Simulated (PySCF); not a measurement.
Molecule: Ga2(mu-Cl)2(Me)4, C4H12Cl2Ga2, singlet. Atoms near the plane z = 0.0 Å, at the GFN2-xTB optimised geometry (x, y, z in Å): Ga2 (0.0, -0.1, 0.0), Cl12 (-0.6, 2.2, 0.0), C13 (2.0, -0.1, 0.0), H14 (2.4, 0.2, -1.0), H15 (2.4, -1.1, 0.3), H16 (2.4, 0.6, 0.7), C17 (-1.5, -1.1, -1.0), H19 (-2.4, -0.7, -0.6), H20 (-1.4, -2.2, -0.8).

Computed with PySCF with CAM-B3LYP/def2-SVP. Cells within 0.4 Å of a nucleus heavier than hydrogen are left out (blank, or x). The values are rescaled to run from 0 to 1.

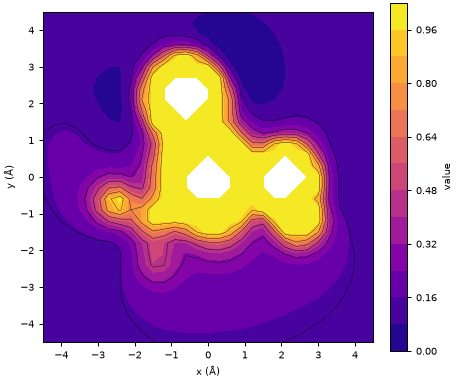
Fig. 1. a field on the plane z = 0.0 Å.

Task: Which quantity is mapped?
A. an orbital amplitude
B. log10 of the electron density
C. electron localisation function
D. electrostatic potential

Result: D, electrostatic potential. In full: electrostatic potential (hartree/e), clipped to [-0.08, 0.12].
